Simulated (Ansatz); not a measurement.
# Mo₂O₄ (charge −1): single-point calculation

The run: single-point calculation of Mo₂O₄, charge −1, multiplicity 4. Method and program: UKS PBE0-D4/def2-TZVPD (Ansatz 0.2.0).

The geometry comes from this level: r2SCAN-D4/def2-SVPD.

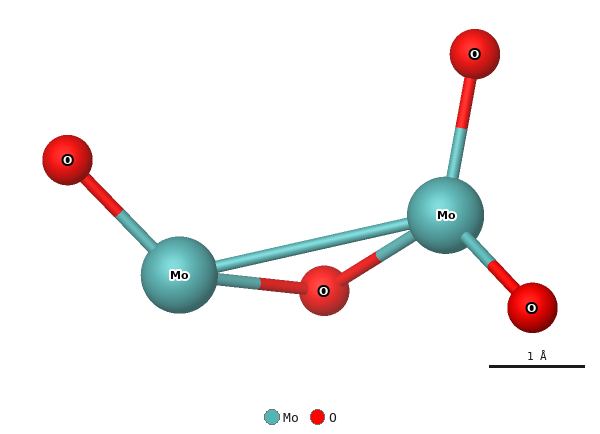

Figure 1. The structure as given in the input (ball-and-stick view, seen at a tilt). Sticks mark near contacts.

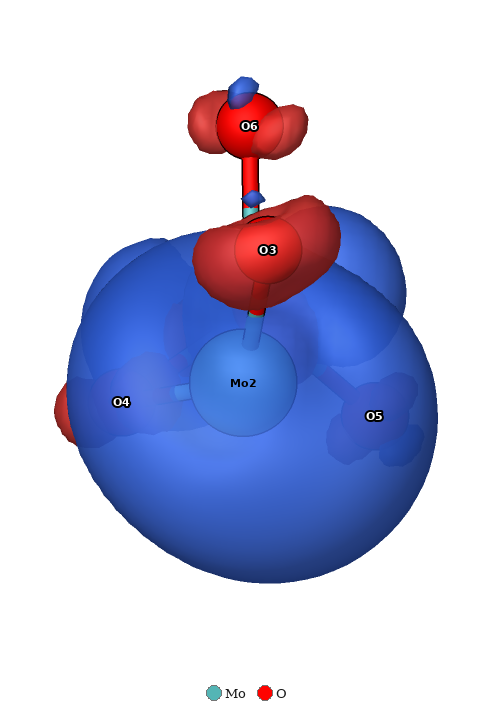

Figure 2. Isosurfaces of the spin density at +0.04 (blue) and −0.04 e/Å³ (red), seen at an oblique angle. The unpaired spin (3 electrons) lies mostly on Mo2 (about 2.6) and Mo1 (about 0.5), in electrons by Hirshfeld's partition.

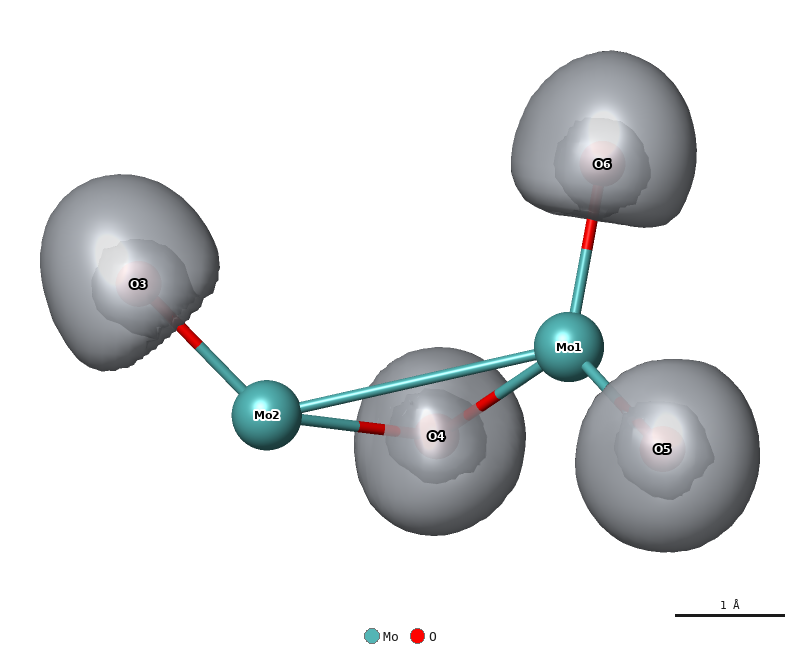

Figure 3. Isosurface of the ELF at 0.75 (grey), seen at a tilt. Only the valence region is drawn (cores and ρ < 0.01 e/Å³ removed). Profiles from the grid: Mo–O (1.71 Å): the ELF peaks at about 0.80 in the valence shell of O, 0.5 Å from its nucleus, and drops to about 0.35 between the two atoms. Mo–Mo (2.87 Å): the ELF is about 0.30 at the midpoint.

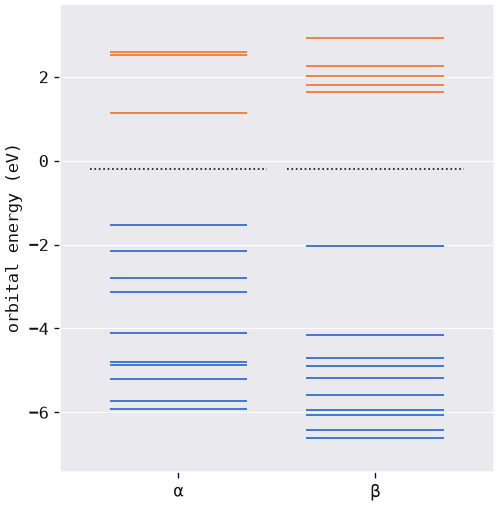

Figure 4. Orbital energies near the frontier for α and β spins; the dotted line parts filled from empty levels, and levels within 0.02 eV of each other stand side by side. α: highest filled −1.54 eV, lowest empty 1.14 eV, 2.68 eV apart; β: highest filled −2.05 eV, lowest empty 1.63 eV, 3.68 eV apart.

These pictures come from the run below.

**The input**
```yaml
crystal:
  periodic: [false, false, false]
  atoms:
    - {symbol: Mo, position_ang: [0.113253, -1.133310, 0.018215]}
    - {symbol: Mo, position_ang: [-0.747396, 1.606532, -0.056796]}
    - {symbol: O, position_ang: [0.379463, 2.883191, 0.081703]}
    - {symbol: O, position_ang: [-0.876546, 0.044616, -1.134026]}
    - {symbol: O, position_ang: [-0.692328, -2.095200, 1.202843]}
    - {symbol: O, position_ang: [1.823554, -1.305829, -0.111929]}
basis:
  gaussian: {orbitals: def2-TZVPD, initial_orbitals: start.molden}
total_charge: -1
magnetization: {spin_polarized: true, initial_magnetization: 3}
hamiltonian: {xc: pbe0, dispersion: d4}
scf: {omitted_lower_state_checks: [starts]}
output: {orbitals: {seedname: orbitals}}
```

Command:
```bash
ansatz run in.yaml --threads 4 --pin off --events-out ev --progress --plain --max-ram 4787MiB
```

**Output**
```
Functional definition: PBE0
  name "PBE0"
  cite "Adamo & Barone, J. Chem. Phys. 110, 6158 (1999) doi:10.1063/1.478522"
  cite "Perdew, Burke & Ernzerhof, Phys. Rev. Lett. 77, 3865 (1996) doi:10.1103/PhysRevLett.77.3865"
  parent pbe
  parameter a = 0.25
  parameter kappa = 0.804
  parameter beta = 0.06672455060314922
  exchange = (1 - a)*pbe_x(kappa = kappa, mu = beta*pi^2/3) + a*exact_x
  correlation = pbe_c(beta = beta)
these checks for a lower state are left out or cut short: starts
1492 factors; their error is unknown
mean field evaluation 1: about -11895.6771 eV, gradient 1.3e2 eV
mean field evaluation 2: about -11900.0084 eV, gradient 4.9e0 eV
mean field evaluation 4: about -11900.2995 eV, gradient 1.2e-2 eV
mean field evaluation 8: about -11900.4631 eV, gradient 1.7e-5 eV
mean field -11900.46310670 eV, -437.3339527476 hartree, gradient 2.6e-5 eV, S^2 3.940774; 0 other end points of the search recorded, 0 dependent functions left out
reference -11900.46315177 eV, -437.3339544038 hartree; 32, 29 occupied and 208, 211 virtual orbitals, 1492 factors
Total energy: -11900.67927472 eV, -437.3418967758 hartree
Checks for a lower state left out: starts
```

**Summary**

```csv
quantity,value
outcome,converged
total energy,−11900.6793 eV
mean-field energy,−11900.4632 eV
dispersion energy,−0.2161 eV
⟨S²⟩,3.941
SCF solution under orbital rotations,stable
HOMO (either spin),−1.54 eV
LUMO (either spin),1.14 eV
hardware,"4 threads of Arm Neoverse V2, 23 GiB of memory available, shared host"
wall time,9 s (CPU time 34 s)
peak memory,0.95 GiB
```
